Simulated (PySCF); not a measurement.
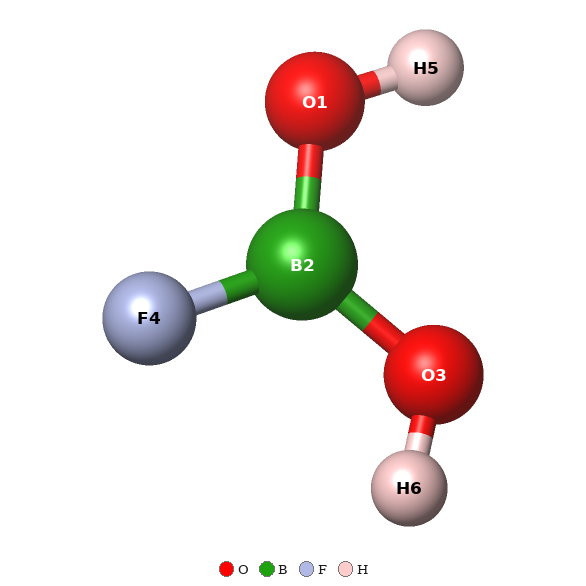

The geometry was computed by an optimisation with GFN2-xTB. No frequency run is at hand to confirm it as a minimum. Level of theory: B3LYP/pcJ-1 indirect spin-spin coupling, non-relativistic, gas phase (PySCF 2.14.0). Isotopes: 11B, 19F, 1H, 17O.

Give the spin–spin coupling constants of these pairs, with the number of bonds between them: O1/B2, O1/H5, B2/O3, B2/F4, O3/H6, O1/O3, O1/F4, B2/H6, O3/F4, F4/H5, F4/H6.

```tsv
pair	bonds apart	J (Hz)
O1, B2	1	−28.7
O1, H5	1	−91.3
B2, O3	1	−18.6
B2, F4	1	−73.9
O3, H6	1	−94.3
O1, O3	2	−1.5
O1, F4	2	−39.3
B2, H6	2	−2.5
O3, F4	2	31.9
F4, H5	3	25.7
F4, H6	3	−3.7
```

Density functionals are unreliable for couplings to fluorine, so those rows may be far off.

The geometry is semi-empirical. Around B such bond lengths and angles can be off by a tenth of an ångström or more and by several degrees, and values that hang on the shape move with them.
